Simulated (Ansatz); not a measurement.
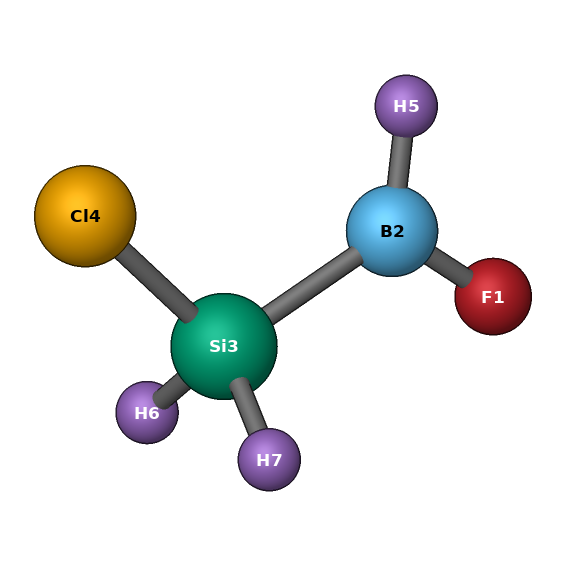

The questions are on Mulliken charges. Computed geometry: PBE0-D4/def2-TZVP optimisation. No frequency run is at hand to confirm it as a minimum. Method: RKS PBE0-D4/def2-TZVP (Ansatz 0.2.0).

List the Mulliken charges.

```tsv
atom	value (e)
F1	−0.20
B2	0.23
Si3	0.21
Cl4	−0.25
H5	0.01
H6	−0.01
H7	−0.01
```

Mulliken values depend strongly on the basis set and can even reverse the polarity of a bond.
